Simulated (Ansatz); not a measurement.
# CH7GaSn (SMILES [CH3][SnH2][GaH2]) at revPBE/def2-SVP (core potential)

Aim: the electronic atomisation energy of CH7GaSn at revPBE/def2-SVP (core potential), from 5 runs. 

The calculation is run with Ansatz 0.2.0.

38 further runs of the same task are left out: 38 set aside as unsound or not needed.

## Step 1: The structure to begin with

CH7GaSn has 10 atoms, charge 0, and is taken as a singlet. SMILES: `[CH3][SnH2][GaH2]`. Geometry: relaxed at PBE0-D4/def2-TZVP.

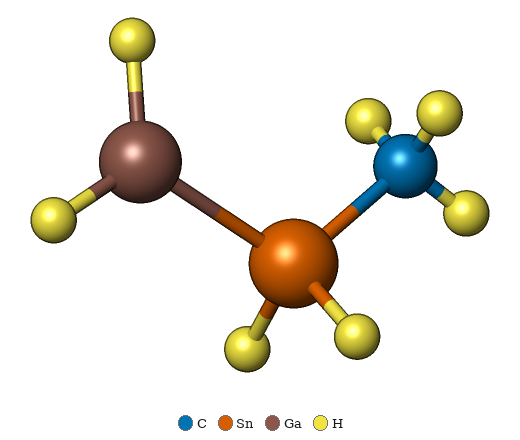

The structure, seen from a chosen angle (carbon blue, tin orange, gallium brown, hydrogen yellow).

## Step 2: The energy at revPBE/def2-SVP (core potential)

Input file job.yaml:

```yaml
crystal:
  periodic: [false, false, false]
  atoms:
    - {symbol: C, position_ang: [-1.630300, 0.570100, -0.523900]}
    - {symbol: Sn, position_ang: [0.239600, -0.482300, -0.646800]}
    - {symbol: Ga, position_ang: [1.786900, -0.142600, 1.442100]}
    - {symbol: H, position_ang: [-2.223300, 0.378200, -1.418300]}
    - {symbol: H, position_ang: [-2.188000, 0.236900, 0.351500]}
    - {symbol: H, position_ang: [-1.449600, 1.641800, -0.439900]}
    - {symbol: H, position_ang: [-0.106900, -2.150300, -0.863700]}
    - {symbol: H, position_ang: [1.039800, 0.025500, -2.078600]}
    - {symbol: H, position_ang: [1.310700, 0.711500, 2.677700]}
    - {symbol: H, position_ang: [3.221300, -0.788900, 1.499900]}
basis:
  gaussian: {orbitals: def2-SVP}
hamiltonian: {xc: {name: revPBE}}
accuracy: high
output: {orbitals: {seedname: orbitals}}
```

Launch:

```console
$ ansatz run job.yaml --threads 1 --pin off --max-ram 2610MiB --events-out events.jsonl --progress --plain --runs-dir runs
```

Log:

```text
Warning: RAYON_NUM_THREADS=1 ignored (pool sized by the plan → 1); use --threads N
Functional definition: revPBE
  name "revPBE"
  parameter kappa = 1.245
  parameter beta = 0.06672455060314922
  exchange = pbe_x(kappa = kappa, mu = beta*pi^2/3)
  correlation = pbe_c(beta = beta)
2479 factors; integrals over basis functions are off by at most 3.2e-8 eV
mean field evaluation 1: about -59340.8534 eV, gradient 6.0e1 eV
mean field evaluation 2: about -59324.4003 eV, gradient 9.2e1 eV
mean field evaluation 4: about -59349.2341 eV, gradient 4.2e0 eV
mean field evaluation 8: about -59349.2904 eV, gradient 1.3e-1 eV
mean field evaluation 16: about -59349.2904 eV, gradient 1.8e-5 eV
mean field -59349.29041596 eV, -2181.0461943926 hartree, gradient 5.3e-8 eV, S^2 0.000000; 0 other end points of the search recorded, 0 dependent functions left out
reference -59349.29042153 eV, -2181.0461945974 hartree; 33, 33 occupied and 74, 74 virtual orbitals, 2479 factors
Total energy: -59349.29042153 eV, -2181.0461945974 hartree
```

It took 9.9 s on 1 thread of Arm Neoverse V2, shared host; peak memory 0.31 GiB.

## Step 3: The C atom

Input file in.yaml:

```yaml
crystal:
  periodic: [false, false, false]
  atoms:
    - {symbol: C, position_ang: [0.000000, 0.000000, 0.000000]}
basis:
  gaussian: {orbitals: def2-SVP}
magnetization: {spin_polarized: true, initial_magnetization: 2}
hamiltonian: {xc: {name: revPBE}}
accuracy: high
```

Run the same way, it converges to -37.80104 Eh (log not shown).

## Step 4: The Ga atom

Input file in.yaml:

```yaml
basis:
  gaussian: {orbitals: def2-SVP}
crystal:
  periodic: [false, false, false]
  atoms:
    - {symbol: Ga, position_ang: [0.000000, 0.000000, 0.000000]}
magnetization: {spin_polarized: true, initial_magnetization: 1}
accuracy: high
hamiltonian: {xc: {name: revPBE}}
```

Launch:

```console
$ ansatz run in.yaml --threads 1 --pin off --max-ram 2610MiB --events-out events.jsonl --progress --plain --runs-dir runs
```

Log:

```text
Warning: RAYON_NUM_THREADS=1 ignored (pool sized by the plan → 1); use --threads N
Functional definition: revPBE
  name "revPBE"
  parameter kappa = 1.245
  parameter beta = 0.06672455060314922
  exchange = pbe_x(kappa = kappa, mu = beta*pi^2/3)
  correlation = pbe_c(beta = beta)
315 factors; integrals over basis functions are off by at most 3.9e-9 eV
mean field evaluation 1: about -52365.9607 eV, gradient 1.2e1 eV
mean field evaluation 2: about -52365.7453 eV, gradient 1.6e1 eV
mean field evaluation 4: about -52366.2384 eV, gradient 1.0e-1 eV
mean field evaluation 8: about -52366.2373 eV, gradient 8.7e-4 eV
mean field evaluation 16: about -52366.2373 eV, gradient 3.3e-8 eV
mean field evaluation 32: about -52366.2373 eV, gradient 2.8e-4 eV
mean field -52366.23730738 eV, -1924.4237259357 hartree, gradient 3.3e-8 eV, S^2 0.752426; 2 other end points of the search recorded, 0 dependent functions left out
reference -52366.23730986 eV, -1924.4237260268 hartree; 16, 15 occupied and 16, 17 virtual orbitals, 315 factors
Total energy: -52366.23730986 eV, -1924.4237260268 hartree
```

Run time: 1.7 s. Hardware: 1 thread of Arm Neoverse V2, shared host.

## Step 5: The H atom, same level

Input file in.yaml:

```yaml
basis:
  gaussian:
    orbitals: def2-SVP
crystal:
  periodic: [false, false, false]
  atoms:
    - symbol: H
      position_ang: [0.000000, 0.000000, 0.000000]
total_charge: 0
magnetization:
  spin_polarized: true
  initial_magnetization: 1
hamiltonian:
  xc: {name: revPBE}
accuracy: high
```

Run the same way, it converges to -0.50319 Eh (log not shown).

## Step 6: The Sn atom, same level

Input file run.yaml:

```yaml
crystal:
  periodic: [false, false, false]
  atoms:
    - {symbol: Sn, position_ang: [0.000000, 0.000000, 0.000000]}
basis:
  gaussian:
    orbitals: def2-SVP
magnetization:
  spin_polarized: true
  initial_magnetization: 2
hamiltonian:
  xc: {name: revPBE}
accuracy: high
```

Launch:

```console
$ ansatz run run.yaml --threads 1 --pin off --max-ram 2610MiB --events-out events.jsonl --progress --plain --runs-dir runs
```

Log:

```text
Warning: RAYON_NUM_THREADS=1 ignored (pool sized by the plan → 1); use --threads N
Functional definition: revPBE
  name "revPBE"
  parameter kappa = 1.245
  parameter beta = 0.06672455060314922
  exchange = pbe_x(kappa = kappa, mu = beta*pi^2/3)
  correlation = pbe_c(beta = beta)
223 factors; integrals over basis functions are off by at most 2.0e-9 eV
mean field evaluation 1: about -5831.2995 eV, gradient 2.0e0 eV
mean field evaluation 2: about -5831.3416 eV, gradient 8.1e-1 eV
mean field evaluation 4: about -5831.3442 eV, gradient 4.3e-1 eV
mean field evaluation 8: about -5831.3448 eV, gradient 1.6e-4 eV
mean field evaluation 16: about -5831.2848 eV, gradient 2.3e0 eV
mean field evaluation 32: about -5831.3448 eV, gradient 7.1e-3 eV
mean field -5831.34480630 eV, -214.2979690039 hartree, gradient 6.6e-8 eV, S^2 2.002053; 2 other end points of the search recorded, 0 dependent functions left out
reference -5831.34480878 eV, -214.2979690951 hartree; 12, 10 occupied and 14, 16 virtual orbitals, 223 factors
Total energy: -5831.34480878 eV, -214.2979690951 hartree
```

Run time: 1.7 s. Hardware: 1 thread of Arm Neoverse V2, shared host; peak memory 0.093 GiB.

## Step 7: What came out

Level: revPBE/def2-SVP (core potential).

| quantity | value |
| --- | --- |
| molecule: total energy | -2181.04619 Eh |
| molecule: HOMO energy | -6.07 eV |
| molecule: LUMO energy | -2.75 eV |
| molecule: HOMO–LUMO gap | 3.31 eV |
| C atom: total energy | -37.80104 Eh |
| C atom: ⟨S²⟩ | 2.002 |
| Ga atom: total energy | -1924.42373 Eh |
| Ga atom: ⟨S²⟩ | 0.752 |
| H atom: total energy | -0.50319 Eh |
| H atom: ⟨S²⟩ | 0.750 |
| Sn atom: total energy | -214.29797 Eh |
| Sn atom: ⟨S²⟩ | 2.002 |
| electronic atomisation energy | 27.242 eV |

Taking the molecule apart into free atoms costs 27.24 eV (2628 kJ/mol), before zero-point energy and without spin-orbit coupling.
